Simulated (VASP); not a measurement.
Band structure of YN (rock salt). These are PBEsol GGA with spin-orbit coupling, VASP's PBE PAW potentials (set 64) (plane waves; VASP 6.6.1) values and carry that method's errors.

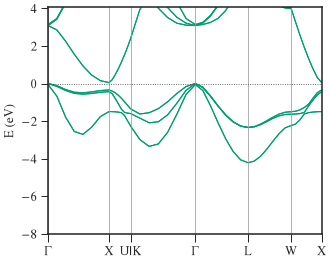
*Bands along high-symmetry lines, zero at the valence-band maximum or, without a gap, the Fermi level*

Question: Read the plot: is there a gap, and where are the band edges?

Answer: The gap is indirect, 0.05 eV, from the valence maximum at Γ to the conduction minimum at X.

The compound is YN in the rock salt structure. It was relaxed first.
